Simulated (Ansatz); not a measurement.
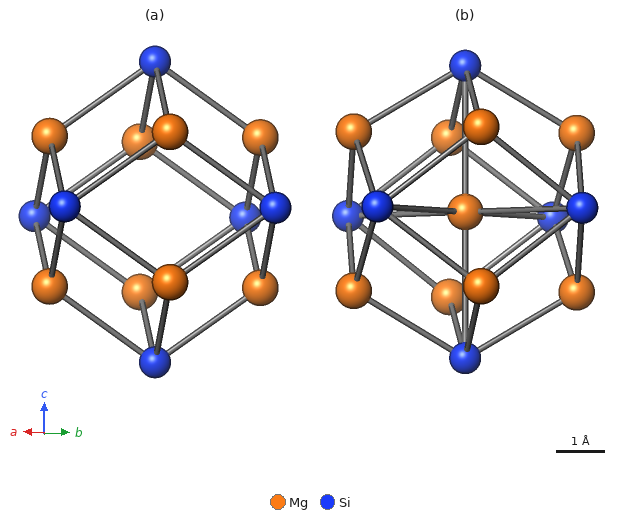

Left: perfect Mg2Si. Right: the same region with one point defect, after relaxing the atoms in a supercell of 96 sites. The picture is a ball-and-stick view of the atoms within 3.3 Å of one point, seen from a free direction.

The calculation used Ansatz 0.2.0, DFT, PBEsol, PAW, plane waves. (plane-wave cutoff 420 eV; k-point mesh 1 × 1 × 1; mesh shifted by (0.25, 0.25, 0.25); no spin polarisation) Fermi-Dirac smearing of 0.01 eV. A uniform background neutralises the charged cell. The axes drawn are those of the host's conventional cell.

**What kind of defect was made?**

An extra magnesium atom is put between the host's atoms (an interstitial).

The charge state of the cell is +2.

**How does the lattice respond?**

The Mg atom starts with 8 Mg at 2.74 Å, 6 Si at 3.16 to 3.17 Å around its place and ends with 8 Mg at 2.90 to 2.91 Å, 6 Si at 3.07 to 3.08 Å. Of the host's atoms, a magnesium atom moves furthest from its site, by 0.17 Å.

Limits of the set-up: the cell is charged, on a uniform background, and energies carry no finite-size correction.
